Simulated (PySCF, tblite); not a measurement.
# C5H3F3O4S: excited states

Aim: compute the excited states of C5H3F3O4S (`COc1c(S(=O)(=O)C(F)(F)F)c1=O`).

Programs: tblite 0.8.0 and PySCF 2.14.0, with routines of our own; each step states its level. All values are computed. Atoms count from 0.

## Step 1: The system as given

16 atoms, charge 0, multiplicity 1; geometry from: force field or distance geometry start.

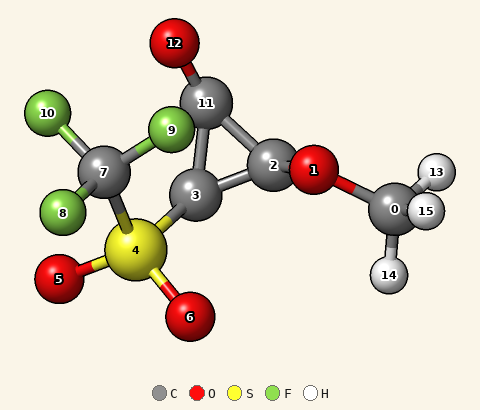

The starting geometry (carbon grey, oxygen red, sulfur yellow, fluorine green, hydrogen white).

## Step 2: Relaxing the molecule with GFN2-xTB

Job settings and geometry (Å):

```
{"job": {"kind": "relax", "xc": "GFN2-xTB", "basis": "xTB"}, "charge": 0, "multiplicity": 1}
C     -2.179600     1.553200    -0.067400
O     -0.890100     1.100800     0.270800
C     -0.981500    -0.074400     0.989700
C     -0.359400    -1.190300     0.671000
S      0.559700    -1.401100    -0.721700
O      0.942900    -2.807000    -0.765200
O     -0.217800    -0.893600    -1.860200
C      2.063600    -0.375100    -0.501800
F      2.814600    -0.355300    -1.647400
F      1.792400     0.920200    -0.201800
F      2.879800    -0.867700     0.461000
C      0.046800    -0.565900     1.902600
O      1.087200    -0.123600     2.307600
H     -2.777300     1.760800     0.828700
H     -2.705700     0.837700    -0.703000
H     -2.083200     2.490100    -0.615400
```

On the command line:

```bash
> OMP_NUM_THREADS=1 python excited_run.py task.json out
```

This one command runs all jobs of the session in turn.

Output:

```text
step      E/eV     max force
  0   -1243.68020    5.354
  1   -1244.22768    2.924
  2   -1244.44726    3.237
  3   -1244.64535    1.814
  4   -1244.82340    1.117
  5   -1245.00241    1.369
  6   -1245.09031    1.412
  7   -1245.27361    1.073
  8   -1245.38646    1.256
  9   -1245.47003    0.938
 10   -1245.54810    0.889
 11   -1245.57946    1.304
 12   -1245.61520    0.620
 13   -1245.65862    0.682
 14   -1245.74084    1.332
 15   -1245.82491    1.255
 16   -1245.90387    1.036
 17   -1246.03290    1.300
 18   -1246.09090    1.148
 19   -1246.14633    0.903
 20   -1246.19942    0.503
 21   -1246.24782    0.701
 22   -1246.28084    0.657
 23   -1246.32522    0.611
 24   -1246.36004    0.432
 25   -1246.39119    0.636
 26   -1246.41860    0.578
 27   -1246.43820    0.473
 28   -1246.45860    0.371
 29   -1246.47594    0.490
 30   -1246.49592    0.426
 31   -1246.50905    0.273
 32   -1246.51732    0.260
 33   -1246.52495    0.264
 34   -1246.53393    0.241
 35   -1246.54614    0.260
 36   -1246.55304    0.247
 37   -1246.56125    0.289
 38   -1246.57175    0.337
 39   -1246.58529    0.284
 40   -1246.59768    0.256
 41   -1246.60606    0.206
 42   -1246.61232    0.238
 43   -1246.61830    0.255
 44   -1246.62435    0.222
 45   -1246.62991    0.169
 46   -1246.63393    0.179
 47   -1246.63634    0.136
 48   -1246.63840    0.130
 49   -1246.64069    0.116
 50   -1246.64243    0.098
 51   -1246.64383    0.095
 52   -1246.64501    0.076
 53   -1246.64621    0.095
 54   -1246.64757    0.132
 55   -1246.64899    0.125
 56   -1246.65024    0.086
 57   -1246.65131    0.082
 58   -1246.65224    0.089
 59   -1246.65298    0.079
 60   -1246.65344    0.064
 61   -1246.65377    0.047
 62   -1246.65418    0.046
 63   -1246.65472    0.077
 64   -1246.65531    0.071
 65   -1246.65582    0.062
 66   -1246.65624    0.058
 67   -1246.65656    0.048
 68   -1246.65683    0.052
 69   -1246.65705    0.038
 70   -1246.65729    0.037
 71   -1246.65758    0.047
 72   -1246.65789    0.052
 73   -1246.65816    0.049
 74   -1246.65839    0.042
 75   -1246.65862    0.037
 76   -1246.65883    0.038
 77   -1246.65901    0.037
 78   -1246.65916    0.028
 79   -1246.65932    0.032
 80   -1246.65951    0.033
 81   -1246.65971    0.041
 82   -1246.65995    0.050
 83   -1246.66034    0.054
 84   -1246.66110    0.092
 85   -1246.66243    0.132
 86   -1246.66409    0.135
 87   -1246.66547    0.121
 88   -1246.66618    0.100
 89   -1246.66608    0.085
 90   -1246.66676    0.063
 91   -1246.66707    0.043
 92   -1246.66742    0.034
 93   -1246.66758    0.034
 94   -1246.66769    0.036
 95   -1246.66783    0.045
 96   -1246.66804    0.044
 97   -1246.66821    0.039
 98   -1246.66832    0.033
 99   -1246.66843    0.026
100   -1246.66856    0.024
101   -1246.66870    0.019
102   -1246.66880    0.023
103   -1246.66887    0.024
104   -1246.66891    0.017
105   -1246.66894    0.013
106   -1246.66897    0.010
```

Run time: 1 s. Hardware: 1 thread of Arm Neoverse V1, shared host.

The steps of the relaxation: (not every step is listed)

```tsv
step	energy from step 0 (eV)	largest force (eV/Å)
0	0.0000	5.3537
1	-0.5475	2.9245
2	-0.7671	3.2369
3	-0.9651	1.8137
4	-1.1432	1.1171
5	-1.3222	1.3691
6	-1.4101	1.4117
7	-1.5934	1.0727
8	-1.7063	1.2557
17	-2.3527	1.2997
26	-2.7384	0.5781
35	-2.8659	0.2605
44	-2.9442	0.2222
53	-2.9660	0.0954
62	-2.9740	0.0462
71	-2.9774	0.0467
80	-2.9793	0.0329
89	-2.9859	0.0854
98	-2.9881	0.0333
101	-2.9885	0.0193
102	-2.9886	0.0232
103	-2.9887	0.0235
104	-2.9887	0.0175
105	-2.9887	0.0128
106	-2.9888	0.0098
```

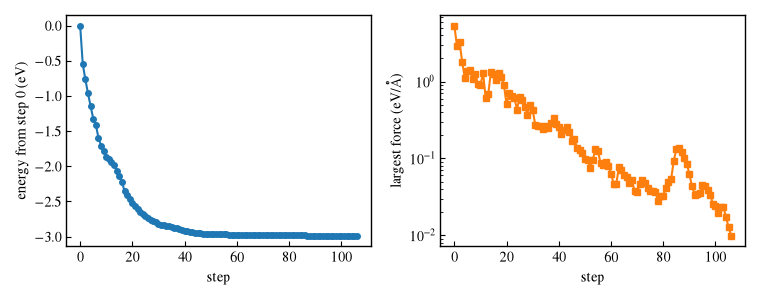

Energy and largest force along the relaxation.

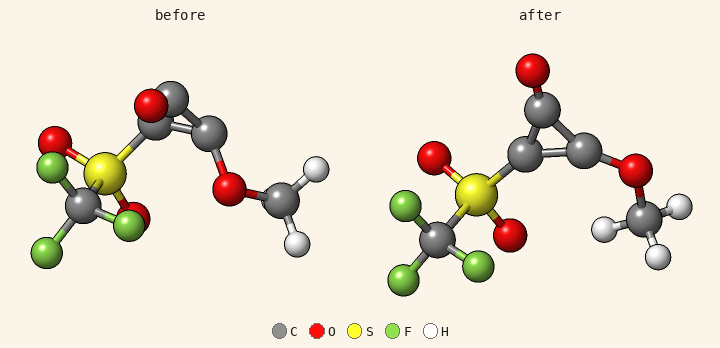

Before and after, at one scale.

Close pairs (by a distance rule), those that changed most:

```tsv
bond	before (Å)	after (Å)	change (Å)
O1–C2	1.381	1.278	-0.102
C3–S4	1.682	1.767	+0.085
S4–C7	1.834	1.889	+0.055
C2–C3	1.317	1.370	+0.053
C7–F8	1.370	1.321	-0.049
S4–O6	1.469	1.432	-0.037
S4–O5	1.458	1.421	-0.037
C0–O1	1.408	1.440	+0.032
```

The next job starts from the end point, and lists it.

## Step 3: Harmonic vibrations with GFN2-xTB

Job settings and geometry (Å):

```
{"job": {"kind": "ir", "xc": "GFN2-xTB", "basis": "xTB"}, "charge": 0, "multiplicity": 1}
C     -2.177456     1.447774    -0.143426
O     -1.717201     1.201130     1.198829
C     -0.787743     0.345661     1.394824
C      0.065024    -0.575457     0.846553
S      0.513473    -1.275199    -0.712332
O      0.700739    -2.681527    -0.633421
O     -0.353171    -0.722981    -1.709621
C      2.202405    -0.473198    -0.983469
F      2.657169    -0.712977    -2.200379
F      2.057022     0.844232    -0.825042
F      3.078054    -0.906273    -0.088798
C      0.117059    -0.407186     2.258876
O      0.543436    -0.645546     3.335027
H     -3.264139     1.376000    -0.123498
H     -1.758624     0.732618    -0.852472
H     -1.883644     2.461872    -0.414015
```

Output:

```text
mode    cm-1     km/mol
  1       6.6      2.45
  2      27.6      0.21
  3      47.0      1.37
  4     104.8      1.01
  5     110.5      8.15
  6     128.3      1.35
  7     138.0     11.10
  8     159.7      4.97
  9     165.5      0.61
 10     259.6      0.99
 11     261.2      3.96
 12     289.5      2.78
 13     308.0      0.85
 14     359.0     14.76
 15     418.1     70.81
 16     445.5     20.76
 17     469.3     14.81
 18     474.1      5.71
 19     518.1    227.29
 20     546.0     26.79
 21     548.4     33.22
 22     575.3    263.79
 23     670.2     34.27
 24     818.8     12.86
 25     958.5     23.55
 26    1027.2     13.55
 27    1060.6    223.45
 28    1094.4      0.53
 29    1108.7    130.51
 30    1130.6     60.44
 31    1136.4     25.57
 32    1157.2    419.62
 33    1248.6     57.75
 34    1298.0    477.25
 35    1385.7      6.57
 36    1431.0     16.72
 37    1442.9     19.27
 38    1703.7    843.65
 39    2104.5    992.87
 40    3011.0      6.58
 41    3015.0      2.55
 42    3026.7      0.63
```

Wall time 0.77 s (1 thread of Arm Neoverse V1, shared host).

Which atoms move in the most intense modes:

```tsv
cm⁻¹	km/mol	atoms
518	227.3	S4 26 %, C3 21 %, C2 18 %, O6 11 %
575	263.8	S4 51 %
1061	223.4	C7 52 %, F9 17 %
1109	130.5	C7 59 %, F9 12 %
1157	419.6	C7 37 %, O6 20 %, F8 15 %, O5 12 %
1298	477.2	S4 43 %, O5 36 %, O6 20 %
1704	843.6	C2 56 %, C3 20 %
2104	992.9	C11 63 %, O12 20 %
```

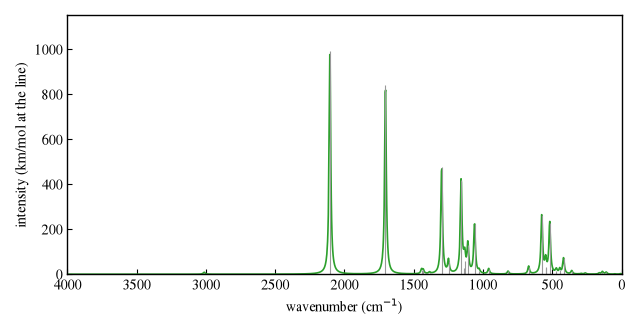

The infrared spectrum from these modes, unscaled. Lines are broadened to a width of 14 cm⁻¹ (Lorentzian).

## Step 4: Excited states: TDA PBE0/def2-SVP

The job, as its differences from that of step 3:

```diff
@@ -1,2 +1,2 @@
-{"job": {"kind": "ir", "xc": "GFN2-xTB", "basis": "xTB"}, "charge": 0, "multiplicity": 1}
+{"job": {"kind": "states", "xc": "PBE0", "basis": "def2-SVP", "tda": true, "soc": true, "nstates": 8, "ntriplets": 5, "nquad": 4}, "charge": 0, "multiplicity": 1}
 C     -2.177456     1.447774    -0.143426
```

Level: TDA PBE0/def2-SVP excited states, vertical, gas phase, spin-orbit mean-field couplings.

Output:

```text
coarse grid: 16520 points
cycle   1  E = -1188.3514217786  dE =  3.547e+00  |g| = 1.714e+00  |ddm| = 5.232e+00
cycle   2  E = -1185.3290167132  dE =  3.022e+00  |g| = 4.275e+00  |ddm| = 7.472e+00
cycle   3  E = -1188.8650439401  dE = -3.536e+00  |g| = 5.030e-01  |ddm| = 6.268e+00
cycle   4  E = -1188.8960240701  dE = -3.098e-02  |g| = 3.489e-01  |ddm| = 1.121e+00
cycle   5  E = -1188.9213311987  dE = -2.531e-02  |g| = 6.651e-02  |ddm| = 4.829e-01
cycle   6  E = -1188.9221069536  dE = -7.758e-04  |g| = 2.413e-02  |ddm| = 9.231e-02
cycle   7  E = -1188.9222109320  dE = -1.040e-04  |g| = 6.579e-03  |ddm| = 2.800e-02
cycle   8  E = -1188.9222197990  dE = -8.867e-06  |g| = 1.941e-03  |ddm| = 9.676e-03
final grid: 163552 points
cycle   9  E = -1189.0883334201  dE = -9.394e-06  |g| = 1.689e-02  |ddm| = 3.935e-02
cycle  10  E = -1189.0881849919  dE =  1.484e-04  |g| = 3.237e-02  |ddm| = 5.905e-02
cycle  11  E = -1189.0883862663  dE = -2.013e-04  |g| = 3.844e-03  |ddm| = 4.401e-02
cycle  12  E = -1189.0883897014  dE = -3.435e-06  |g| = 5.278e-04  |ddm| = 5.734e-03
cycle  13  E = -1189.0883897597  dE = -5.830e-08  |g| = 1.654e-04  |ddm| = 6.952e-04
cycle  14  E = -1189.0883897652  dE = -5.465e-09  |g| = 7.284e-05  |ddm| = 2.292e-04
cycle  15  E = -1189.0883897662  dE = -1.002e-09  |g| = 2.439e-05  |ddm| = 1.058e-04
cycle  16  E = -1189.0883897663  dE = -1.264e-10  |g| = 4.502e-06  |ddm| = 2.930e-05
converged SCF energy = -1189.0883897663

Singlet excitations
state   eV       nm        f     d(h-e)  d(exc)  Lambda  PR(NTO)  |dmu|/D   mu/D   main configurations
  1   4.2848   289.4   0.00066   1.236   2.960   0.519   1.012    2.832    4.105   H->L 0.98
  2   6.0452   205.1   0.06536   0.406   3.029   0.642   1.360    0.886    3.975   H-1->L 0.58, H-2->L 0.19
  3   6.2286   199.1   0.03481   0.493   2.824   0.548   2.027    1.153    3.567   H-2->L 0.35, H->L+2 0.30, H-1->L 0.16
  4   6.4058   193.5   0.01369   0.538   2.828   0.503   2.007    1.398    3.827   H->L+2 0.45, H-2->L 0.25, H-3->L 0.20
  5   6.5159   190.3   0.00813   1.416   3.208   0.454   1.292                     H-3->L 0.68, H-2->L 0.16, H->L+2 0.09
  6   7.0312   176.3   0.00801   1.839   3.249   0.410   1.052                     H-4->L 0.90
  7   7.2130   171.9   0.21968   1.689   3.402   0.515   1.304                     H->L+1 0.68, H->L+3 0.14, H-1->L 0.09
  8   7.4212   167.1   0.02035   0.948   3.168   0.444   1.429                     H-5->L 0.77, H->L+3 0.09

Triplet excitations (Tamm-Dancoff)
state   eV     d(h-e)  d(exc)  Lambda  PR(NTO)   main configurations
  1   3.7933   1.166   2.865   0.519   1.014   H->L 0.97
  2   4.3552   0.498   2.619   0.740   1.024   H-1->L 0.95
  3   5.7272   0.516   2.575   0.508   1.996   H->L+2 0.50, H-2->L 0.38
  4   5.9738   0.889   2.864   0.515   1.961   H-2->L 0.56, H->L+2 0.37
  5   6.1645   1.401   3.125   0.431   1.068   H-3->L 0.93
S1 - T1 = 0.4915 eV

Spin-orbit couplings |<S|Hso|T>| (cm-1)
             T1       T2       T3       T4       T5
S0       16.831    1.556   25.358   29.660   21.605
S1        0.482   23.227    8.736   11.290    6.968
S2       28.299    2.560    6.250    6.775   17.552
S3       13.070    5.073    5.886    2.451   15.426
S4        7.514    4.292    8.240   10.812   13.196
S5       15.718   11.444   14.040   17.860   12.843
S6       12.709    2.666   13.474   17.255   33.667
S7        9.753    1.005    4.676    5.394    6.660
S8       13.674    6.144   14.382   26.297   26.739
T1 sublevels (cm-1): 0.000 0.003 0.086   radiative rates (1/s): 16.2 6.03 330
```

It took 70 s on 1 thread of Arm Neoverse V1, shared host; peak memory 0.94 GiB.

From this job:

```tsv
quantity	value
S1 less T1	0.49 eV
```

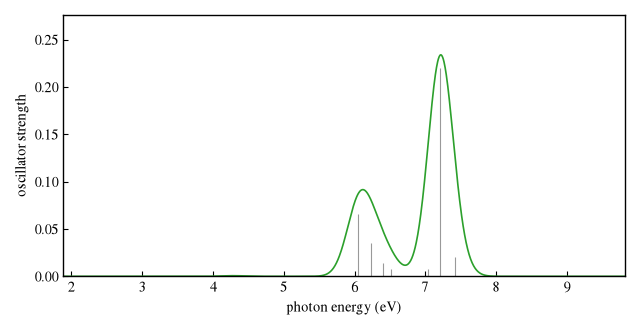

Absorption lines of the singlets. Lines are broadened to a width of 0.40 eV (Gaussian).

Orbitals, density, ELF and potential are computed afterwards from the orbital file.

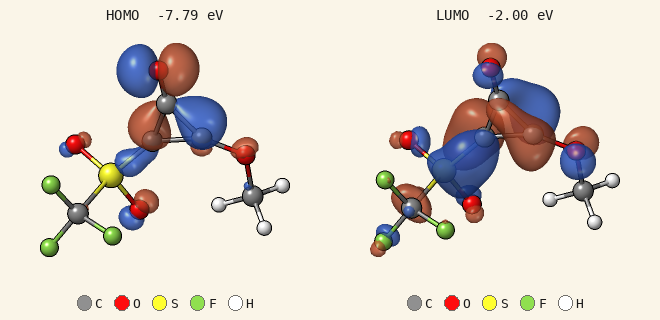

Frontier orbitals at PBE0/def2-SVP; each surface holds 70 % of the orbital's density, blue and red mark the sign.

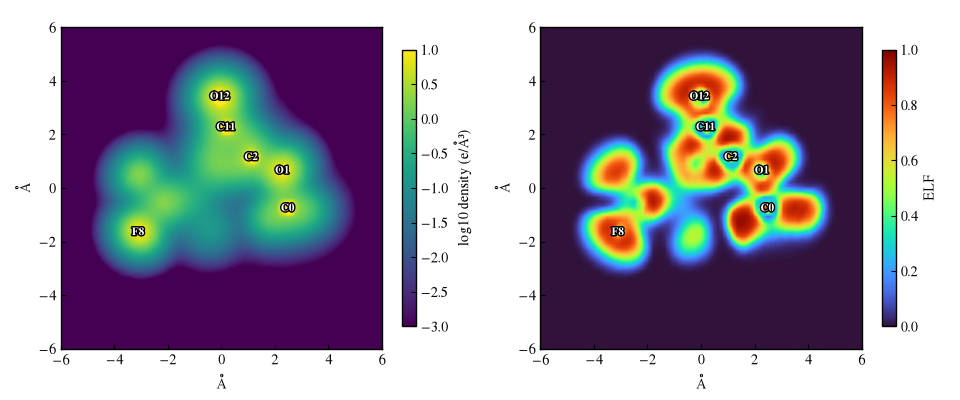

Density (left) and ELF (right) in a plane through or near 6 of the atoms.

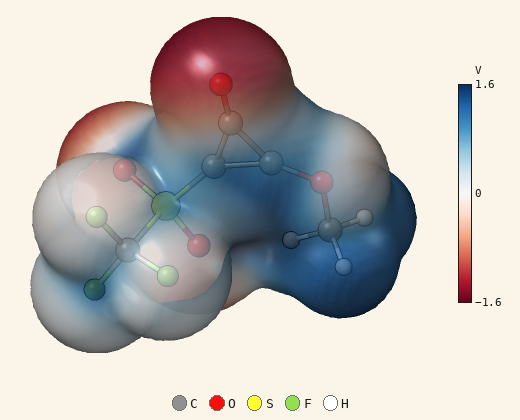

The potential that a unit positive charge feels on the 0.002 e/bohr³ surface, from -1.44 V near O12 to 1.60 V near H14.

## Step 5: What came out

| quantity | value |
| --- | --- |
| strongest single infrared mode (GFN2-xTB) | 2104 cm⁻¹, 993 km/mol |
| zero-point energy (GFN2-xTB) | 51.7 kcal/mol |
| S1 less T1 (step 4, TDA PBE0/def2-SVP) | 0.49 eV |
| potential on the surface of density 0.002 e/bohr³, 1st and 99th percentile | -1.44 V and 1.60 V |

All 42 modes are real, so the xTB geometry is a minimum. The strongest single mode, at 2104 cm⁻¹, moves mainly C11. GFN2-xTB is a fitted tight-binding method: band positions and strengths are rough. Its intensities can rank the bands wrongly. In step 4, the number of triplets below S1 is 1, and the largest singlet-triplet spin-orbit coupling is S6–T5, 33.67 cm⁻¹. By nearest atom (PBE0/def2-SVP), the HOMO sits on O12 50 %; C2 16 % and the LUMO on C2, C3 about 26 % each; S4 12 %.
